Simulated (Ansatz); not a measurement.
**CrCuSO: one geometry, two states**

An SCF can end in more than one state. Here CrCuSO, a borrowed structure type, volume estimated, is run from each state found earlier: which lies lowest, and what else changes?

Method: DFT, PBE, with U_eff = 4.57 eV on Cr d, U_eff = 5.94 eV on Cu d, plane waves, PAW, in Ansatz 0.2.0.

## (1) Geometry

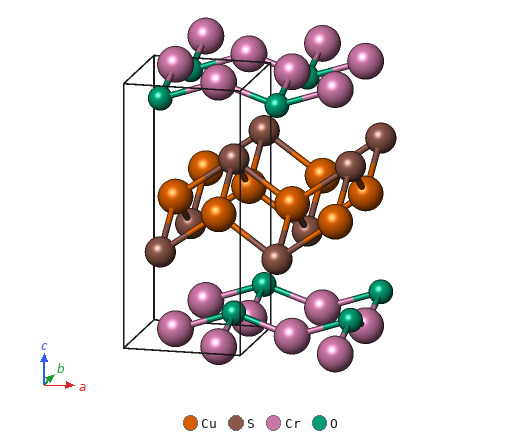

Viewed slightly off an axis; copper orange, sulfur brown, chromium pink, oxygen teal. 2×2×1 cells are drawn.

The structure is tetragonal, space group P4/nmm (No. 129). The conventional cell has a = 3.808 Å, b = 3.808 Å, c = 8.614 Å, α = 90.00°, β = 90.00°, γ = 90.00°. Cu (site symmetry -4m2) has 4 S at 2.33 Å as nearest neighbours. Around S (site symmetry 4mm) lie 4 Cu at 2.33 Å. Around Cr (site symmetry -4m2) lie 4 O at 2.01 Å. Around O (site symmetry 4mm) lie 4 Cr at 2.01 Å.

As a file:

```
Cu S Cr O
1.0
     3.80828    0.00000    0.00000
     0.00000    3.80828    0.00000
     0.00000    0.00000    8.61419
Cu S Cr O
2 2 2 2
Direct
  0.75000 0.25000 0.50000
  0.25000 0.75000 0.50000
  0.25000 0.25000 0.34420
  0.75000 0.75000 0.65580
  0.25000 0.75000 0.00000
  0.75000 0.25000 0.00000
  0.25000 0.25000 0.92560
  0.75000 0.75000 0.07440
```

The states: A, Cr5 up, Cr6 up (collinear spin); B, Cr5 up, Cr6 down (collinear spin). Each run reads its own saved solution as saved_state.

## (2) Run from state A

Input file input.yaml:

```yaml
crystal:
  lattice:
    - [3.8082793, 0.0, 0.0]
    - [0.0, 3.8082793, 0.0]
    - [0.0, 0.0, 8.61419076]
  atoms:
    - { symbol: Cu, position: [0.75, 0.25, 0.5], spin: 1.0 }
    - { symbol: Cu, position: [0.25, 0.75, 0.5], spin: 1.0 }
    - { symbol: S, position: [0.25, 0.25, 0.3442] }
    - { symbol: S, position: [0.75, 0.75, 0.6558] }
    - { symbol: Cr, position: [0.25, 0.75, 0.0], spin: 3.0 }
    - { symbol: Cr, position: [0.75, 0.25, 0.0], spin: 3.0 }
    - { symbol: O, position: [0.25, 0.25, 0.9256] }
    - { symbol: O, position: [0.75, 0.75, 0.0744] }
kpoints:
  mp_grid: { grid: [5, 5, 2], shift: [0.0, 0.0, 0.0] }
magnetization:
  spin_polarized: true
scf:
  occupations: { method: fermi_dirac }
  lower_state_search: "off"
  max_iter: 200
hamiltonian:
  pseudopotentials: { kind: paw }
  xc: pbe
  hubbard:
    projectors: all-electron-ortho-atomic
    sites:
      - { species: Cr, l: d, u_eff: 4.57 }
      - { species: Cu, l: d, u_eff: 5.94 }
basis:
  ecutwfc: 420
  fft_grid_basis: typed
output:
  forces: true
  stress: true
  eigenvalues: true
  bader: true
  populations: true
  elf: true
  write_potential: true
  volumetric_format: npy
  dos:
    e_range: [-12, 8]
    de: 0.05
    projected: { site_lists: { Cr: [Cr], Cu: [Cu], O: [O], S: [S] } }
checkpoint:
  read: saved_state
```

Output, cut to the lines that bear on the results:

```text
Warning: checkpoint.read: basis.xc_grid differs: saved 1, current 2 (points along each axis for each point of the dense box; where the key is left out runs that use forces, runs that use the stress, dielectric runs by a finite field, finite-displacement phonons, runs of [...]
Warning: RAYON_NUM_THREADS=1 ignored (pool sized by the plan → 1); use --threads N
Cu: projections on atomic orbitals take those of the free atom [Ne] 3s2 3p6 3d10 4s1, of charge +0.00 (hamiltonian.pseudopotentials.projection_atoms); the dataset's partial waves leave at most 2.0e-6 of an orbital's norm unspanned inside its sphere
S: projections on atomic orbitals take those of the free atom [Ne] 3s2 3p4, of charge +0.00 (hamiltonian.pseudopotentials.projection_atoms); the dataset's partial waves leave at most 1.6e-7 of an orbital's norm unspanned inside its sphere
Cr: projections on atomic orbitals take those of the free atom [Ne] 3s2 3p6 3d5 4s1, of charge +0.00 (hamiltonian.pseudopotentials.projection_atoms); the dataset's partial waves leave at most 7.0e-7 of an orbital's norm unspanned inside its sphere
O: projections on atomic orbitals take those of the free atom [He] 2s2 2p4, of charge +0.00 (hamiltonian.pseudopotentials.projection_atoms); the dataset's partial waves leave at most 1.9e-8 of an orbital's norm unspanned inside its sphere
[...]
Pseudopotentials: kind: paw
Pseudopotential: Cu, paw, valence charge 19, recommended cutoff 420 eV (normal), Cu.paw.azcp
Pseudopotential: S, paw, valence charge 6, recommended cutoff 420 eV (normal), S.paw.azcp
[...]
Free energy (F): -22938.786257 eV
[...]
E sigma→0 (E₀):  -22938.708431 eV
Entropy (-TS):   -0.155652 eV (-19.457 meV/atom)
Fermi energy:    8.155000 eV
[...]
--- Forces (eV/Å), atoms counted from 1 ---
  atom   1  Cu     0.00000000     0.00000000     0.00000000
  atom   2  Cu     0.00000000     0.00000000    -0.00000000
  atom   3  S     -0.00000000     0.00000000    -0.25053597
  atom   4  S     -0.00000000     0.00000000     0.25053597
  atom   5  Cr     0.00000000     0.00000000    -0.00000000
  atom   6  Cr     0.00000000    -0.00000000    -0.00000000
  atom   7  O      0.00000000     0.00000000     1.12949208
  atom   8  O      0.00000000     0.00000000    -1.12949208
[...]
--- Stress (GPa, compression-positive) ---
       10.759684       0.000000       0.000000
        0.000000      10.759684       0.000000
        0.000000       0.000000      -2.348183
  P = ⅓ Tr σ = 6.3904 GPa (63.904 kbar)
--- Band table (eV; the first three rows and the last of 24) ---
[...]
Occupation matrices written to <dir>
--- Löwdin populations: 8 sites ---
  site symbol       q [e]    m [muB]
     0     Cu     18.3831    -0.0404
     1     Cu     18.3831    -0.0404
     2      S      6.5636    -0.1730
     3      S      6.5636    -0.1730
     4     Cr     12.9240     3.8144
     5     Cr     12.9240     3.8144
     6      O      6.8485    -0.0907
     7      O      6.8485    -0.0907
  spilling = 0.006240 (of n_electrons = 90.000000)
--- Bader charges: 8 sites ---
  site symbol  charge [e]  shift [e]    m [muB]
     0     Cu      0.4592     0.0012    -0.0570
     1     Cu      0.4592     0.0012    -0.0570
     2      S     -0.6107     0.0012    -0.1269
     3      S     -0.6107     0.0012    -0.1269
     4     Cr      1.4200     0.0002     3.6827
     5     Cr      1.4199     0.0002     3.6827
     6      O     -1.2685     0.0002     0.0627
     7      O     -1.2685     0.0002     0.0627
  estimated error of the sums over rays = 3.4e-4 e
```

Wall time 74 s (1 thread of an x86-64 CPU, shared host); peak memory 0.61 GiB.

## (3) What state A looks like

Counts of states in windows (eV from the Fermi level; tetrahedra), total and projected:

| from | to | total | up | down | Cr d | Cu d | O p | S p |
| --- | --- | --- | --- | --- | --- | --- | --- | --- |
| -8.0 | -7.0 | 0.39 | 0.39 | 0.00 | 0.18 | 0.00 | 0.18 | 0.00 |
| -7.0 | -6.0 | 1.27 | 1.27 | 0.00 | 0.56 | 0.01 | 0.60 | 0.02 |
| -6.0 | -5.0 | 7.62 | 3.85 | 3.77 | 1.02 | 2.61 | 2.09 | 1.31 |
| -5.0 | -4.0 | 13.69 | 6.96 | 6.72 | 1.31 | 7.15 | 3.21 | 1.60 |
| -4.0 | -3.0 | 10.55 | 4.88 | 5.67 | 0.70 | 6.96 | 1.89 | 0.68 |
| -3.0 | -2.0 | 5.66 | 3.85 | 1.80 | 2.21 | 0.94 | 0.60 | 1.46 |
| -2.0 | -1.0 | 4.42 | 3.13 | 1.29 | 1.46 | 0.72 | 0.59 | 1.39 |
| -1.0 | 0.0 | 6.57 | 4.34 | 2.23 | 1.35 | 0.93 | 0.94 | 2.98 |
| 0.0 | 1.0 | 1.84 | 1.32 | 0.52 | 0.16 | 0.31 | 0.15 | 1.18 |
| 1.0 | 2.0 | 0.06 | 0.06 | 0.00 | 0.06 | 0.00 | 0.00 | 0.00 |
| 2.0 | 3.0 | 1.92 | 1.67 | 0.25 | 1.37 | 0.00 | 0.37 | 0.01 |
| 3.0 | 4.0 | 1.43 | 0.37 | 1.06 | 1.03 | 0.00 | 0.10 | 0.03 |
| 4.0 | 5.0 | 3.85 | 0.61 | 3.25 | 2.30 | 0.01 | 0.18 | 0.12 |

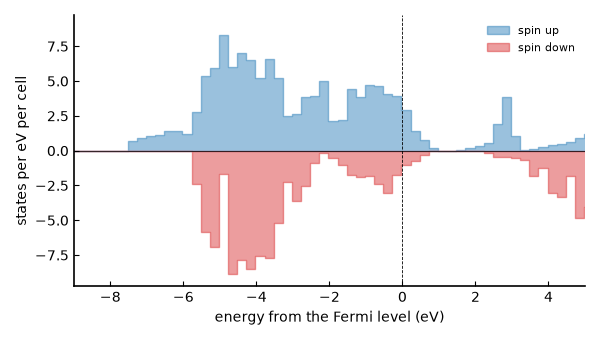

Density of states by spin, in bins of 0.25 eV.

By element, from the tables in the log (a charge is positive for electrons lost): Löwdin charges also hold the electrons that the projection spills.

| element | atoms | Bader charge (e) | Bader volume (Å³) | Löwdin charge (e) | Bader moment, size (μB) |
| --- | --- | --- | --- | --- | --- |
| Cu | 2 | +0.46 | 12.9 | +0.62 | 0.06 |
| S | 2 | -0.61 | 24.3 | -0.56 | 0.13 |
| Cr | 2 | +1.42 | 11.5 | +1.08 | 3.68 |
| O | 2 | -1.27 | 13.7 | -0.85 | 0.06 |

Löwdin charges rest on a small set of atomic orbitals that misses 0.6 % of the electrons, so they need not add up to the cell's charge and can differ from Bader's even in sign.

Eigenvalues of the corrected shells' occupation matrices:

| atom | shell | spin | eigenvalues |
| --- | --- | --- | --- |
| Cu1 | d | up | 0.96 0.96 0.97 0.99 0.99 |
| Cu1 | d | down | 0.97 0.97 0.99 0.99 0.99 |
| Cu2 | d | up | 0.96 0.96 0.97 0.99 0.99 |
| Cu2 | d | down | 0.97 0.97 0.99 0.99 0.99 |
| Cr5 | d | up | 0.30 0.95 0.95 0.95 0.98 |
| Cr5 | d | down | 0.05 0.06 0.06 0.06 0.16 |
| Cr6 | d | up | 0.30 0.95 0.95 0.95 0.98 |
| Cr6 | d | down | 0.05 0.06 0.06 0.06 0.16 |

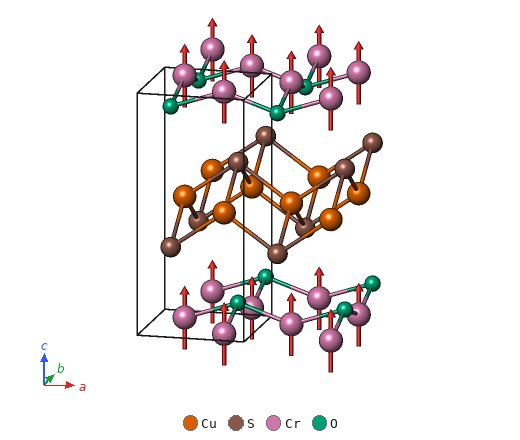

Site moments over 0.3 μB, as arrows (short ones can be hidden in their spheres; values hang on how the density is shared out, so they can differ from the log's spheres): up red, down blue; without spin-orbit coupling their axis is free, so they are drawn up the page.

## (4) State B: the run

Edit input.yaml of step 2 so:

```diff
@@ -7,3 +7,3 @@
     - { symbol: Cu, position: [0.75, 0.25, 0.5], spin: 1.0 }
-    - { symbol: Cu, position: [0.25, 0.75, 0.5], spin: 1.0 }
+    - { symbol: Cu, position: [0.25, 0.75, 0.5], spin: -1.0 }
     - { symbol: S, position: [0.25, 0.25, 0.3442] }
@@ -11,3 +11,3 @@
     - { symbol: Cr, position: [0.25, 0.75, 0.0], spin: 3.0 }
-    - { symbol: Cr, position: [0.75, 0.25, 0.0], spin: 3.0 }
+    - { symbol: Cr, position: [0.75, 0.25, 0.0], spin: -3.0 }
     - { symbol: O, position: [0.25, 0.25, 0.9256] }
@@ -16,2 +16,13 @@
   mp_grid: { grid: [5, 5, 2], shift: [0.0, 0.0, 0.0] }
+  band_path:
+    path:
+      - [0.0, 0.0, 0.0]
+      - [0.0, 0.5, 0.0]
+      - [0.5, 0.5, 0.0]
+      - [0.0, 0.0, 0.0]
+      - [0.0, 0.0, 0.5]
+      - [0.0, 0.5, 0.5]
+      - [0.5, 0.5, 0.5]
+      - [0.0, 0.0, 0.5]
+    npoints: 7
 magnetization:
```

Output, cut to the lines that bear on the results:

```text
Warning: checkpoint.read: basis.xc_grid differs: saved 1, current 2 (points along each axis for each point of the dense box; where the key is left out runs that use forces, runs that use the stress, dielectric runs by a finite field, finite-displacement phonons, runs of [...]
Warning: RAYON_NUM_THREADS=1 ignored (pool sized by the plan → 1); use --threads N
Cu: projections on atomic orbitals take those of the free atom [Ne] 3s2 3p6 3d10 4s1, of charge +0.00 (hamiltonian.pseudopotentials.projection_atoms); the dataset's partial waves leave at most 2.0e-6 of an orbital's norm unspanned inside its sphere
S: projections on atomic orbitals take those of the free atom [Ne] 3s2 3p4, of charge +0.00 (hamiltonian.pseudopotentials.projection_atoms); the dataset's partial waves leave at most 1.6e-7 of an orbital's norm unspanned inside its sphere
[...]
--- Stress (GPa, compression-positive) ---
        8.258307       0.000000       0.000000
        0.000000       8.258307       0.000000
        0.000000       0.000000      -2.165625
  P = ⅓ Tr σ = 4.7837 GPa (47.837 kbar)
--- Band table (eV; the first three rows and the last of 24) ---
[...]
Occupation matrices written to <dir>
--- Löwdin populations: 8 sites ---
  site symbol       q [e]    m [muB]
     0     Cu     18.3785     0.0029
     1     Cu     18.3785    -0.0029
     2      S      6.5283     0.0000
     3      S      6.5283     0.0000
     4     Cr     12.9522     3.6860
     5     Cr     12.9522    -3.6860
     6      O      6.8594     0.0000
     7      O      6.8594     0.0000
  spilling = 0.006257 (of n_electrons = 90.000000)
--- Bader charges: 8 sites ---
  site symbol  charge [e]  shift [e]    m [muB]
     0     Cu      0.4614     0.0013     0.0050
     1     Cu      0.4614     0.0013    -0.0050
     2      S     -0.5738     0.0013     0.0000
     3      S     -0.5738     0.0013     0.0000
     4     Cr      1.4043     0.0003     3.5748
     5     Cr      1.4043     0.0003    -3.5748
     6      O     -1.2919     0.0003     0.0000
     7      O     -1.2919     0.0003     0.0000
  estimated error of the sums over rays = 3.4e-4 e
```

Run time: 1.7 min. Hardware: 1 thread of an x86-64 CPU, shared host; peak memory 0.9 GiB.

## (5) What state B looks like

Counts of states in windows (eV from the Fermi level; tetrahedra), total and projected:

| from | to | total | up | down | Cr d | Cu d | O p | S p |
| --- | --- | --- | --- | --- | --- | --- | --- | --- |
| -7.0 | -6.0 | 0.36 | 0.18 | 0.18 | 0.15 | 0.01 | 0.17 | 0.01 |
| -6.0 | -5.0 | 7.41 | 3.71 | 3.71 | 0.84 | 3.02 | 1.54 | 1.38 |
| -5.0 | -4.0 | 13.26 | 6.62 | 6.62 | 1.60 | 7.07 | 2.63 | 1.56 |
| -4.0 | -3.0 | 11.25 | 5.62 | 5.62 | 1.04 | 6.67 | 2.66 | 0.54 |
| -3.0 | -2.0 | 4.49 | 2.25 | 2.25 | 0.83 | 0.91 | 0.82 | 1.48 |
| -2.0 | -1.0 | 5.27 | 2.63 | 2.63 | 1.79 | 0.81 | 0.83 | 1.53 |
| -1.0 | 0.0 | 8.13 | 4.07 | 4.07 | 2.60 | 0.85 | 1.44 | 2.87 |
| 0.0 | 1.0 | 1.84 | 0.92 | 0.92 | 0.15 | 0.32 | 0.09 | 1.25 |
| 1.0 | 2.0 | 0.00 | 0.00 | 0.00 | 0.00 | 0.00 | 0.00 | 0.00 |
| 2.0 | 3.0 | 0.26 | 0.13 | 0.13 | 0.21 | 0.00 | 0.04 | 0.00 |
| 3.0 | 4.0 | 1.82 | 0.91 | 0.91 | 1.22 | 0.00 | 0.37 | 0.02 |
| 4.0 | 5.0 | 2.11 | 1.06 | 1.06 | 0.78 | 0.01 | 0.07 | 0.11 |

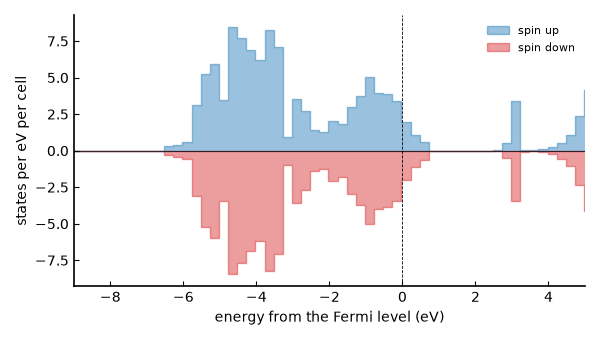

Density of states by spin, in bins of 0.25 eV.

By element, from the tables in the log (a charge is positive for electrons lost): Löwdin charges also hold the electrons that the projection spills.

| element | atoms | Bader charge (e) | Bader volume (Å³) | Löwdin charge (e) | Bader moment, size (μB) |
| --- | --- | --- | --- | --- | --- |
| Cu | 2 | +0.46 | 12.9 | +0.62 | 0.00 |
| S | 2 | -0.57 | 24.1 | -0.53 | 0.00 |
| Cr | 2 | +1.40 | 11.6 | +1.05 | 3.57 |
| O | 2 | -1.29 | 13.8 | -0.86 | 0.00 |

The Löwdin projection spills 0.6 % of the electrons and depends on the orbitals chosen; where it disagrees with Bader's partition, neither is an observable.

Occupation eigenvalues of the Hubbard shells:

| atom | shell | spin | eigenvalues |
| --- | --- | --- | --- |
| Cu1 | d | up | 0.96 0.96 0.97 0.99 0.99 |
| Cu1 | d | down | 0.96 0.96 0.97 0.99 0.99 |
| Cu2 | d | up | 0.96 0.96 0.97 0.99 0.99 |
| Cu2 | d | down | 0.96 0.96 0.97 0.99 0.99 |
| Cr5 | d | up | 0.28 0.93 0.96 0.96 0.97 |
| Cr5 | d | down | 0.05 0.07 0.07 0.11 0.17 |
| Cr6 | d | up | 0.05 0.07 0.07 0.11 0.17 |
| Cr6 | d | down | 0.28 0.93 0.96 0.96 0.97 |

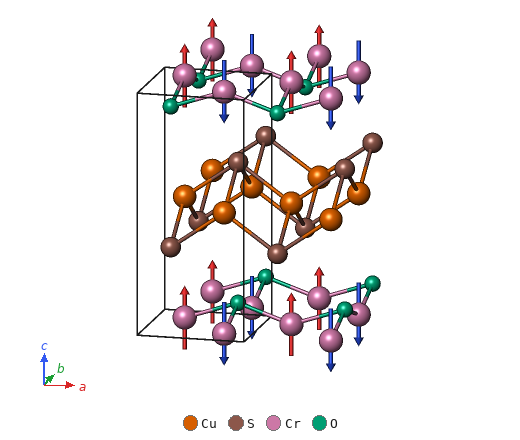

Site moments over 0.3 μB, as arrows (short ones can be hidden in their spheres; values hang on how the density is shared out, so they can differ from the log's spheres): up red, down blue; without spin-orbit coupling their axis is free, so they are drawn up the page.

## (6) Comparison

| state | free energy (meV/atom) | largest site moment (μB) | size of the net moment (μB/cell) | gap (eV) | pressure (GPa) | largest force (eV/Å) | SCF cycles |
| --- | --- | --- | --- | --- | --- | --- | --- |
| A | 43.3 | 3.02 | 7.12 | metal | 6.4 | 1.13 | 12 |
| B | 0.0 | 2.95 | 0.00 | metal | 4.8 | 1.13 | 13 |

What this shows: State B lies lowest, 43.3 meV per atom under state A. At the same volume their pressures differ by 1.6 GPa. Every run converged, so convergence alone does not show that a state is the lowest.

Limits of this run: the k mesh is coarse for a cell without a gap.
